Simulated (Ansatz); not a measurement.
# CH8N2Si2: what the fields show

Input file:

```
crystal:
  periodic: [false, false, false]
  atoms:
    - { symbol: "N", position_ang: [-1.691, -1.53, 0.0523] }
    - { symbol: Si, position_ang: [-0.1557, -1.0207, -0.2684] }
    - { symbol: "N", position_ang: [-0.0524, 0.1128, 0.9874] }
    - { symbol: C, position_ang: [0.9758, 1.1362, 0.4145] }
    - { symbol: Si, position_ang: [0.3461, 0.8115, -1.4321] }
    - { symbol: H, position_ang: [-2.2302, -0.6372, 0.3648] }
    - { symbol: H, position_ang: [-1.7223, -2.1129, 0.8417] }
    - { symbol: H, position_ang: [0.8604, -2.072, 0.0088] }
    - { symbol: H, position_ang: [0.3378, -0.3126, 1.8905] }
    - { symbol: H, position_ang: [1.9705, 0.9114, 0.5859] }
    - { symbol: H, position_ang: [-0.71594, 0.89278, 1.16891] }
    - { symbol: H, position_ang: [1.5145, 0.7957, -2.3483] }
    - { symbol: H, position_ang: [-0.8293, 1.733, -1.855] }
basis:
  gaussian: { orbitals: "6-31G" }
hamiltonian:
  xc: pbe0
  dispersion: d4
relax:
  f_tol: 0.02
  max_steps: 50
output:
  orbitals: {}
```

Launched as:

```sh
ansatz run input.yaml --threads 1 --pin off --max-ram 2048MiB --backend cpu --events-out ev --progress --plain --runs-dir out
```

The fields are those of the relaxed geometry.

Method: RKS PBE0-D4/6-31G (Ansatz 0.2.0).

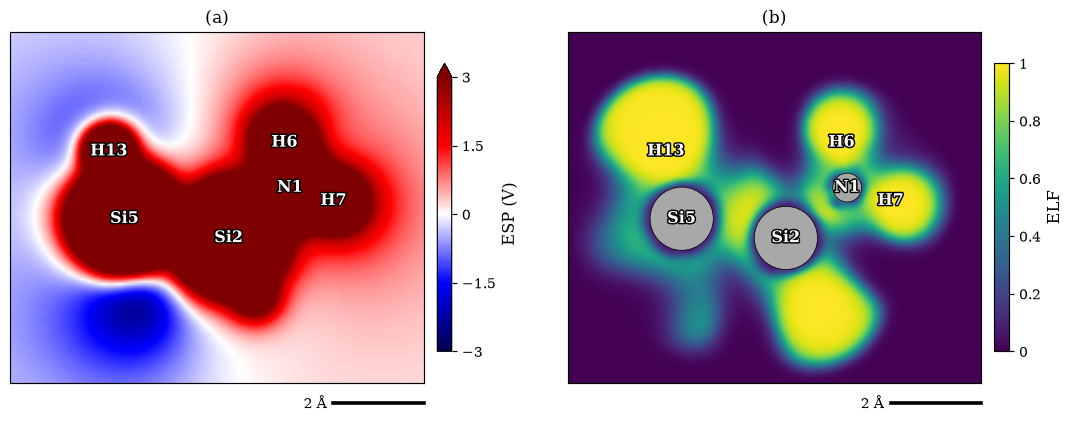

Figure 1. (a) electrostatic potential; (b) electron localisation function on the plane of atoms Si2, Si5 and H13. Grey discs cover the atomic cores in the ELF map.

### Read the bonding off the picture.

Atoms in the plane: N, Si and H.
Si–N (1.75 Å): the ELF peaks at about 0.90 between the atoms (a shared but strongly polarised pair).
Si–Si (2.34 Å): the ELF peaks at about 0.90 between the atoms: a covalent bond.
N–H (1.01 Å): the ELF climbs to about 1 towards the hydrogen, as it does in any bond to H (an ordinary covalent bond to hydrogen).
Outside the dense part of the molecule the potential is most negative (−2.3 V) near C4, which lies off the plane.

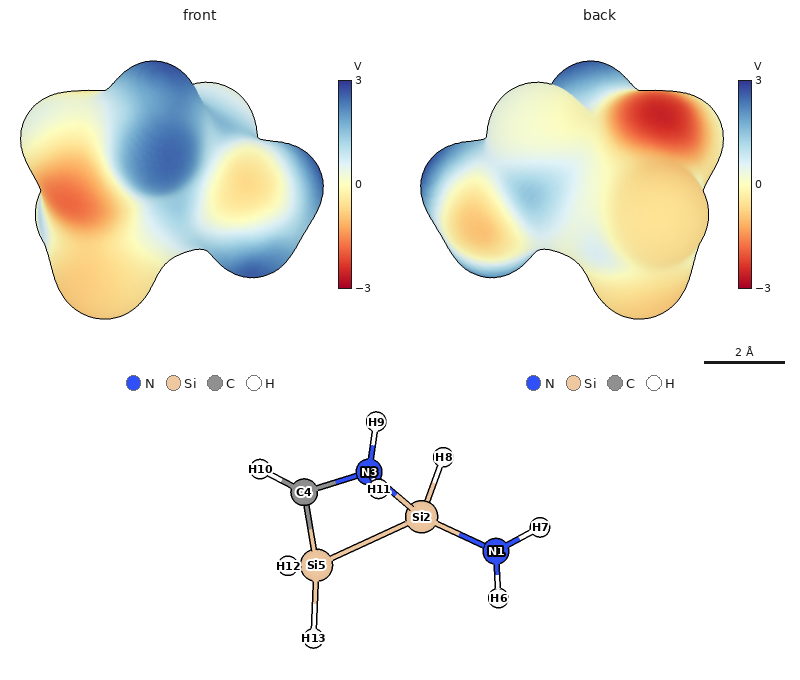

Figure 2. The electrostatic potential painted on the density surface at 0.004 e/bohr³, seen from the front and from behind; the colour scale runs from red (negative) to blue (positive). The bare structure is drawn below in the same view.

### Describe the electrostatic potential map.

The most negative region (about −2.5 V) lies over C4, the most positive (about +2.7 V) over H7 and H9.

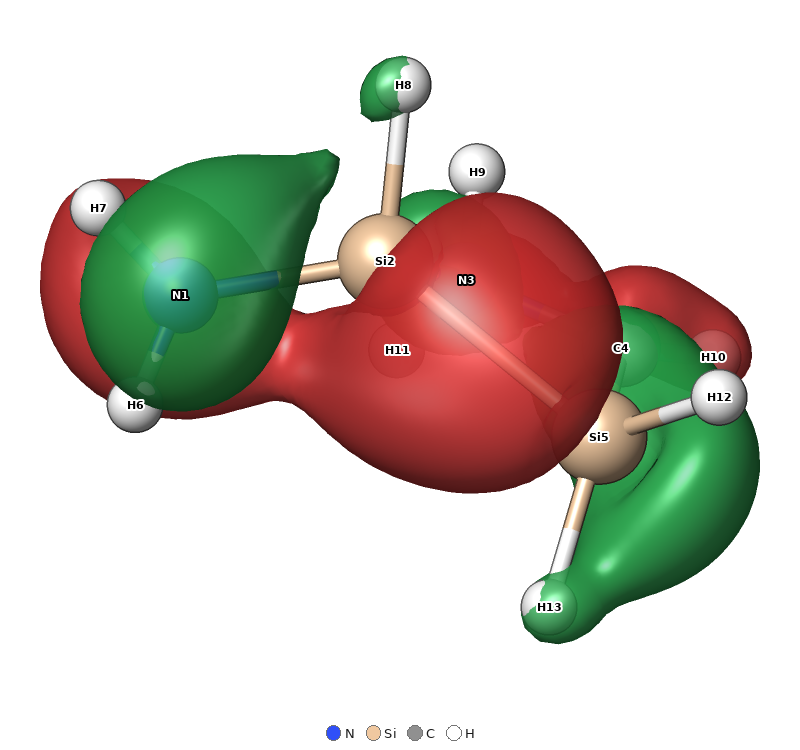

Figure 3. The HOMO−1 at ±0.1 Å⁻³ᐟ² (green and red are the two phases), seen at an oblique angle.

### Where does this orbital lie, and at what energy?

It lies mainly on N1 (about 35 %), Si2 (about 20 %), Si5 (about 20 %) and C4 (about 5 %). Its energy is −7.35 eV.
